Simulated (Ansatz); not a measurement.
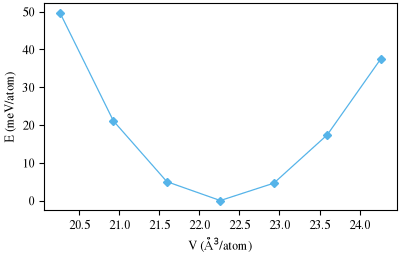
Fig. 1. YSi (CsCl type, Pm-3m) under volume change, the program Ansatz at the r²SCAN level (PAW), scaled uniformly.

### Question
What does a third-order Birch–Murnaghan fit give for V₀, B₀ and B′?

### Answer
V₀ = 22.26 Å³/atom, B₀ = 76.1 GPa, B′ = 3.7.

A made-up cell: these elements were put on the sites of a structure type; neither database checked (COD, Materials Project) lists it. Its standing as an ambient phase is unchecked. The r²SCAN relaxation kept the symmetry of its start. At this level the phase is mechanically unstable. The run is not spin-polarised.

Potentials: the earlier of the program's two PAW sets.
